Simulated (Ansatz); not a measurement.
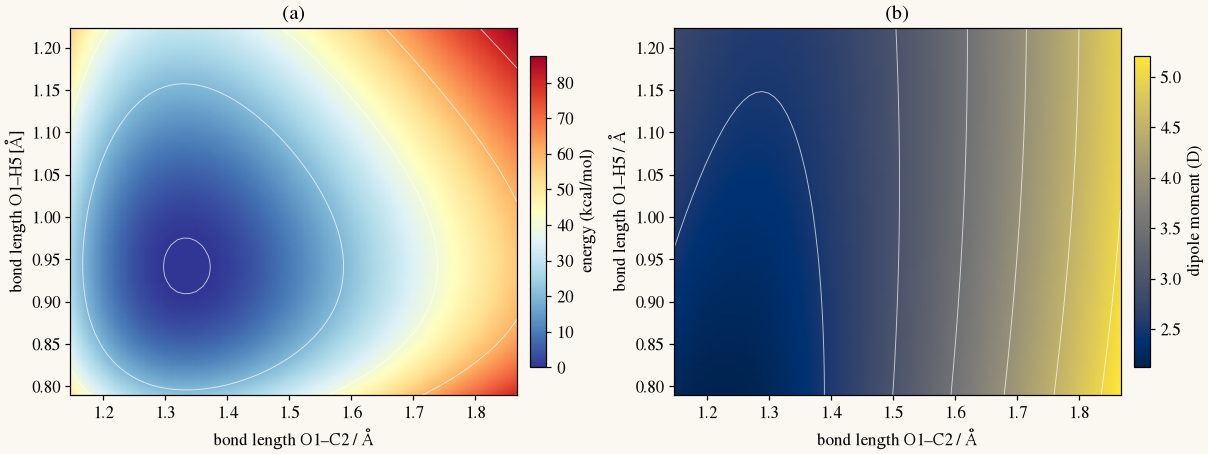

C2H3GaO, SMILES O[C]1=[CH][GaH]1. Coordinates scanned: (1) bond length O1–C2; (2) bond length O1–H5. Nothing is relaxed (all other coordinates rigid). The grid has 11 × 11 points. Points are written as (first, second). All energies are given in kcal/mol relative to the lowest grid point. Computed with RHF/def2-TZVP (Ansatz 0.2.0).

Panel (a) is the energy and panel (b) the computed dipole moment on the same grid.

Drawn: a smooth colour map with a few white contour lines. Between grid points the surface is interpolated.

### How does the dipole moment vary over the map, and what is it at the lowest grid point?

Leaving out the highest fifth of the energies, it runs from 2.12 D at (1.219 Å, 0.790 Å) to 4.64 D at (1.795 Å, 0.877 Å). At the lowest grid point, (1.363 Å, 0.920 Å), it is 2.44 D.
